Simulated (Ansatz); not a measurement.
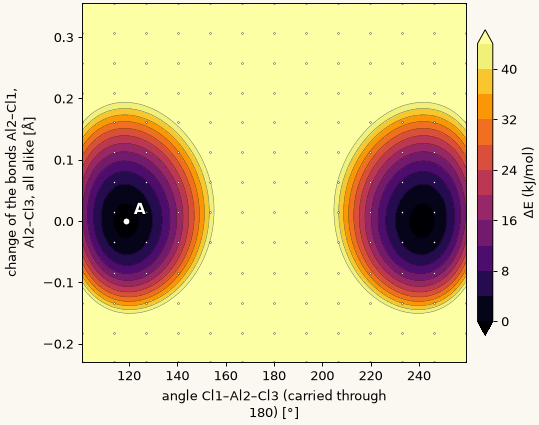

AlCl2, SMILES [Cl][Al][Cl], spin multiplicity 2. First axis: angle Cl1–Al2–Cl3 (carried through 180). Second axis: change of the bonds Al2–Cl1, Al2–Cl3, all alike. Nothing is relaxed (all other coordinates rigid). The grid has 13 × 13 points; 91 points were computed and 78 follow by symmetry. Points are written as (first, second). Energies are in kJ/mol, from the lowest grid point. Method: UKS r2SCAN0-D4/def2-TZVP in Ansatz 0.2.0.

The picture shows filled contours, dots at the grid points, one colour for all values above the top of the scale, the well A. Between grid points the surface is interpolated.

Where is the minimum, and how stiff is the well along each coordinate? Take the well at A.

The interpolated minimum is at the first coordinate ≈ 118.6°, the second coordinate ≈ 0.000 Å. The curvatures there are about 3.2 eV/rad² and 33 eV/Å², with a cross term of about 0.4 eV/(rad·Å). Round the minimum the two coordinates are nearly uncoupled. (1 eV is 96.5 kJ/mol.)
